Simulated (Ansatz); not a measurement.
C$_{3}$H$_{8}$Si

Input

```
crystal:
  periodic: [false, false, false]
  atoms:
    - {symbol: Si, position_ang: [-0.079913, -0.717603, -1.621907]}
    - {symbol: C, position_ang: [-0.061628, -0.773432, 0.273060]}
    - {symbol: C, position_ang: [0.509844, 0.471645, 0.866773]}
    - {symbol: C, position_ang: [-0.185624, 1.434844, 1.476276]}
    - {symbol: H, position_ang: [0.528518, -1.658653, 0.568111]}
    - {symbol: H, position_ang: [-1.095267, -0.941552, 0.618406]}
    - {symbol: H, position_ang: [1.594258, 0.601875, 0.754934]}
    - {symbol: H, position_ang: [-1.269313, 1.360038, 1.614003]}
    - {symbol: H, position_ang: [0.304724, 2.331833, 1.862074]}
    - {symbol: H, position_ang: [1.298579, -0.457006, -2.141681]}
    - {symbol: H, position_ang: [-0.985271, 0.372036, -2.097021]}
    - {symbol: H, position_ang: [-0.558907, -2.024024, -2.173008]}
basis:
  gaussian: {orbitals: def2-TZVP, initial_orbitals: start.molden}
hamiltonian: {xc: pbe0, dispersion: d4}
scf: {omitted_lower_state_checks: [starts]}
output: {orbitals: {seedname: orbitals}}
```

Run with:

```sh
ansatz run in.yaml --threads 4 --pin off --events-out ev --progress --plain --max-ram 3916MiB
```

Geometry: PBE0-D4/def2-SVP.

Method: RKS PBE0-D4/def2-TZVP (Ansatz 0.2.0).

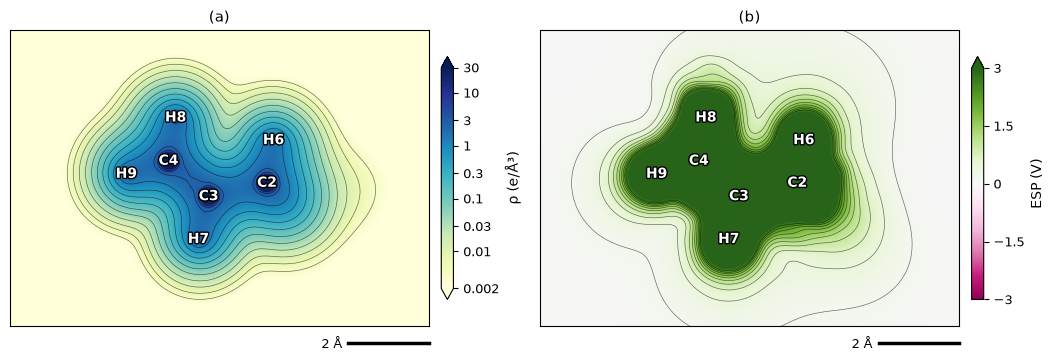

Figure 1. (a) total electron density; (b) electrostatic potential on the plane of atoms H8, C4 and H9.

Q: What does the map show?

A: The section cuts through C and H sites. C–C (1.34 Å): ρ is about 2.4 e/Å³ halfway. C–H (1.09 Å): the density is about 2 e/Å³ at the midpoint. C–C (1.49 Å): ρ at the midpoint is about 1.7 e/Å³. The potential has no marked negative region in this plane.

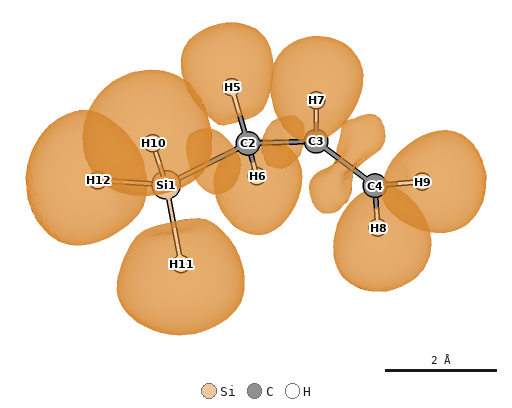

Figure 2. Isosurface of the electron localisation function at 0.8 (orange), seen from one side. Core shells and regions of very low density are left out.

Q: What do the ELF domains correspond to?

A: The surface consists of two regions between bonded C–C atoms (shared pairs), one region between bonded C–Si atoms (shared pairs) and eight regions around hydrogen nuclei. Profiles from the grid: C–C (1.34 Å): the ELF peaks at about 0.90 between the atoms: a short, multiple covalent bond. C–Si (1.90 Å): the ELF peaks at about 0.95 between the atoms: a covalent bond.

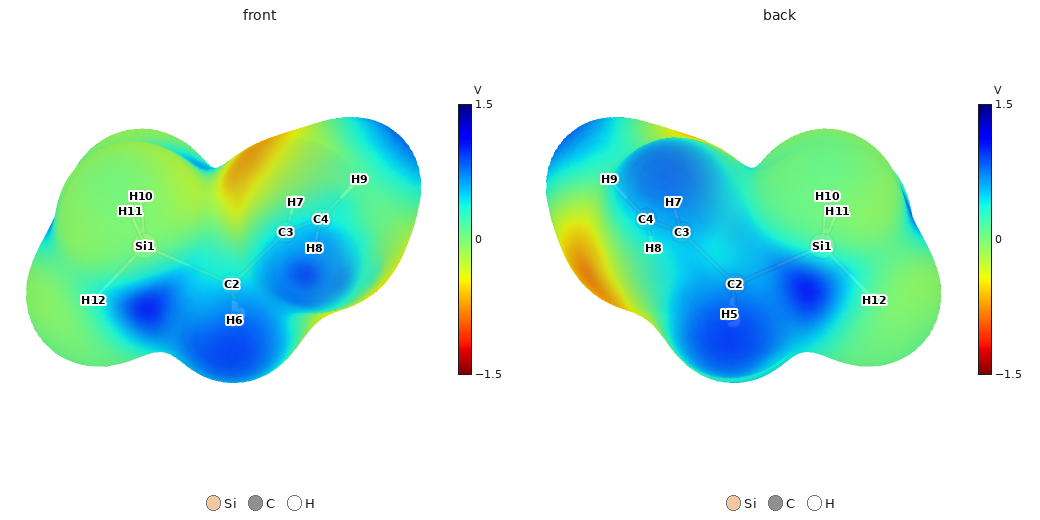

Figure 3. The electrostatic potential painted on the density surface at 0.002 e/bohr³, seen from the front and from behind; red is negative and blue positive.

Q: Describe the electrostatic potential map.

A: The most negative region (about −0.8 V, or −18 kcal/mol for a unit charge) lies over the π face of C3 and C4, the most positive (about +1.0 V, or +23 kcal/mol for a unit charge) over Si1, H5 and H8.
